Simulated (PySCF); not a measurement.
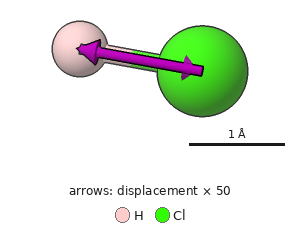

A relaxation of HCl. The starting structure is drawn; purple arrows show the displacements, magnified 50 times. The two geometries are superimposed by the best rigid fit.

Style: ball-and-stick. Shown from a free direction.

It is one of the separated reactants of a reaction.

These are results of RKS PBE0-D4/def2-TZVP, density fitting in PySCF 2.14.0, not measurements. 

> What happened in the run?

Over 4 geometry steps the energy falls by 4.35 kJ/mol. The largest moves after the best rigid fit, 0.028 Å, are those of H and Cl atoms. By element the largest moves are Cl 0.028 Å, H 0.028 Å. Some distances before and after: Cl–H 1.334 → 1.279 Å. The run took 2.8 s on 4 threads of Arm Neoverse V1, on a shared host.
